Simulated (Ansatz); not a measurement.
# AlNH3OF (SMILES [NH2][Al]([OH])[F]): r2SCAN/cc-pVDZ

What is the vertical ionisation energy of AlNH3OF at r2SCAN/cc-pVDZ? 

The results are computed with Ansatz 0.2.0.

126 further runs of the same task are left out: 126 set aside as unsound or not needed.

## (1) Starting point

AlNH3OF: 7 atoms, total charge 0, spin state singlet. As SMILES, `[NH2][Al]([OH])[F]`. The shape is that of a PBE0-D4/def2-TZVP optimisation. This is one conformer, not always the lowest.

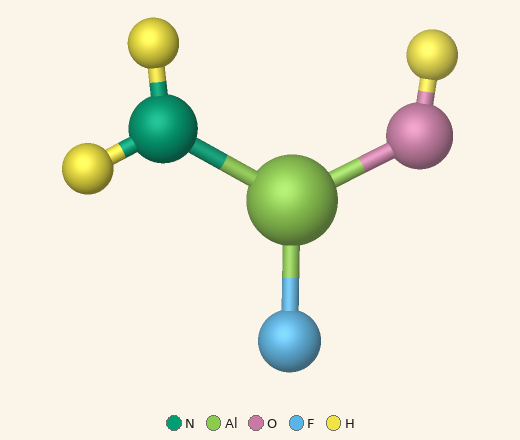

The structure, seen from a chosen angle (nitrogen teal, aluminium green, oxygen pink, fluorine blue, hydrogen yellow).

## (2) The energy at r2SCAN/cc-pVDZ

job.yaml

```yaml
crystal:
  periodic: [false, false, false]
  atoms:
    - {symbol: N, position_ang: [-0.569800, 0.926800, -0.530800]}
    - {symbol: Al, position_ang: [-0.133300, -0.630000, 0.151800]}
    - {symbol: O, position_ang: [1.368400, -1.004200, 0.819000]}
    - {symbol: F, position_ang: [-1.265600, -1.822100, 0.146500]}
    - {symbol: H, position_ang: [-1.473200, 1.130200, -0.925100]}
    - {symbol: H, position_ang: [0.029600, 1.732300, -0.586700]}
    - {symbol: H, position_ang: [2.105200, -0.401000, 0.879500]}
basis:
  gaussian:
    orbitals: cc-pVDZ
output: {orbitals: {seedname: orbitals}}
accuracy: high
total_charge: 0
hamiltonian:
  xc: {name: r2SCAN}
```

Started as:

```
$ ansatz run job.yaml --threads 1 --pin off --max-ram 3480MiB --events-out events.jsonl --progress --plain --runs-dir runs
```

Output:

```text
Warning: RAYON_NUM_THREADS=1 ignored (pool sized by the plan → 1); use --threads N
Functional definition: r2SCAN
  name "r2SCAN"
  parameter k0 = 0.174
  parameter k1 = 0.065
  parameter a1 = 4.9479
  exchange = r2scan_x(k0 = k0, k1 = k1, a1 = a1)
  correlation = r2scan_c
1649 factors; integrals over basis functions are off by at most 3.7e-9 eV
mean field evaluation 1: about -12887.2129 eV, gradient 8.5e1 eV
mean field evaluation 2: about -12860.5877 eV, gradient 1.4e2 eV
mean field evaluation 4: about -12900.3513 eV, gradient 8.0e0 eV
mean field evaluation 8: about -12900.4622 eV, gradient 2.5e-1 eV
mean field evaluation 16: about -12900.4623 eV, gradient 1.3e-6 eV
mean field -12900.46230020 eV, -474.0832452848 hartree, gradient 3.8e-8 eV, S^2 0.000000; 0 other end points of the search recorded, 0 dependent functions left out
reference -12900.46230120 eV, -474.0832453218 hartree; 20, 20 occupied and 55, 55 virtual orbitals, 1649 factors
Total energy: -12900.46230120 eV, -474.0832453218 hartree
```

Run time: 8.4 s. Hardware: 1 thread of Arm Neoverse V1, shared host; peak memory 0.23 GiB.

## (3) The doublet cation at the same level

input.yaml

```yaml
crystal:
  periodic: [false, false, false]
  atoms:
    - {symbol: "N", position_ang: [-0.569800, 0.926800, -0.530800]}
    - {symbol: Al, position_ang: [-0.133300, -0.630000, 0.151800]}
    - {symbol: O, position_ang: [1.368400, -1.004200, 0.819000]}
    - {symbol: F, position_ang: [-1.265600, -1.822100, 0.146500]}
    - {symbol: H, position_ang: [-1.473200, 1.130200, -0.925100]}
    - {symbol: H, position_ang: [0.029600, 1.732300, -0.586700]}
    - {symbol: H, position_ang: [2.105200, -0.401000, 0.879500]}
basis:
  gaussian:
    orbitals: cc-pVDZ
total_charge: 1
magnetization:
  spin_polarized: true
  initial_magnetization: 1
hamiltonian:
  xc: {name: r2SCAN}
accuracy: high
output: {orbitals: {seedname: orbitals}}
```

Started as:

```
$ ansatz run input.yaml --threads 1 --pin off --max-ram 3480MiB --events-out events.jsonl --progress --plain --runs-dir runs
```

Output, shortened:

```text
Warning: RAYON_NUM_THREADS=1 ignored (pool sized by the plan → 1); use --threads N
[... 7 set-up lines as earlier in the session ...]
1646 factors; integrals over basis functions are off by at most 3.8e-9 eV
mean field evaluation 1: about -12870.7772 eV, gradient 7.5e1 eV
mean field evaluation 2: about -12761.1337 eV, gradient 1.6e2 eV
mean field evaluation 4: about -12881.2237 eV, gradient 4.1e1 eV
mean field evaluation 8: about -12890.4853 eV, gradient 2.7e0 eV
mean field evaluation 16: about -12890.5269 eV, gradient 2.3e-4 eV
mean field evaluation 32: about -12881.8777 eV, gradient 3.3e1 eV
mean field -12890.52691962 eV, -473.7181267830 hartree, gradient 9.5e-8 eV, S^2 0.758885; 4 other end points of the search recorded, 0 dependent functions left out
reference -12890.52692443 eV, -473.7181269599 hartree; 20, 19 occupied and 55, 56 virtual orbitals, 1646 factors
Total energy: -12890.52692443 eV, -473.7181269599 hartree
```

It took 24 s on 1 thread of Arm Neoverse V1, shared host; peak memory 0.37 GiB.

## (4) Outcome

Level: r2SCAN/cc-pVDZ.

```
                                          quantity          value
                     singlet AlNH3OF: total energy  -474.08325 Eh
                      singlet AlNH3OF: HOMO energy       -6.29 eV
                      singlet AlNH3OF: LUMO energy       -0.44 eV
                    singlet AlNH3OF: HOMO–LUMO gap        5.85 eV
                      doublet cation: total energy  -473.71813 Eh
doublet cation: HOMO energy (highest over α and β)      -13.94 eV
 doublet cation: LUMO energy (lowest over α and β)      -13.30 eV
                              doublet cation: ⟨S²⟩          0.759
vertical ionisation energy (to the doublet cation)       9.935 eV
```

In words: The vertical ionisation energy comes to 9.94 eV (229 kcal/mol). −ε(HOMO) before ionisation, 6.29 eV, is 3.64 eV below this ionisation energy.
